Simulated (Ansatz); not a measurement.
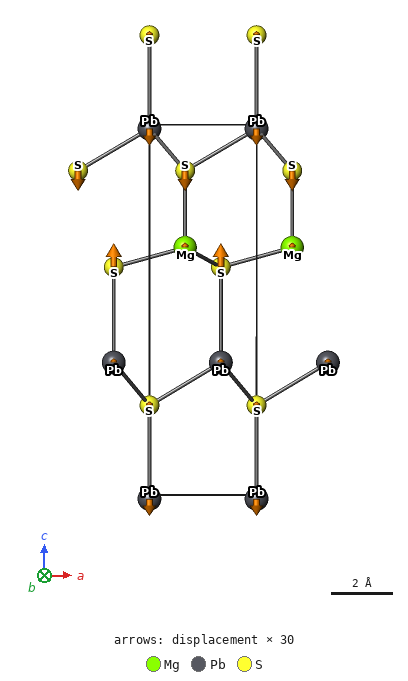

A relaxation of solid MgPb2S3 (built on the MnCd2Te3-156 type type). The starting structure is drawn; orange arrows show the displacements (the part carried along by the change of the cell is left out), magnified 30 times.

A ball-and-stick model of the cell of the calculation, seen along the b axis.

The calculation used DFT, r2SCAN+rVV10, plane waves, PAW (Ansatz). (plane-wave cutoff 500 eV; k-point mesh 6 × 6 × 2; occupations fermi dirac; smearing width 0.03 eV; no spin polarisation; cell and atoms relaxed; force threshold 0.01 eV/Å; at most 120 steps)

### Which element moves most?

Sulfur: up to 0.027 Å, against 0.019 Å for lead.

### What happened in the run?

Over 5 accepted moves (6 points after the start) the energy falls by 1.4 meV per atom. Largest force component: 0.12 eV/Å at the start, 0.0041 eV/Å at the end. Pressure: 0.23 GPa at the start and 0.01 GPa at the end. At 1 point the geometry stayed and the basis and grid were re-selected for the new cell (energy shift of less than 0.05 meV per atom at most each time). The atom that moves furthest relative to the cell is an S atom (0.027 Å along +c). Largest moves by element: S 0.027 Å, Pb 0.019 Å, Mg 0.006 Å. Cell: a = b 4.081 → 4.056 Å (−0.6 %), c 12.219 → 12.421 Å (+1.6 %). Volume +0.4 %. Some distances before and after: Pb–S 3.085 → 3.159 Å, Pb–S 3.148 → 3.222 Å, Mg–S 2.444 → 2.427 Å, Mg–S 2.538 → 2.552 Å. The space group stays P3m1 (No. 156).
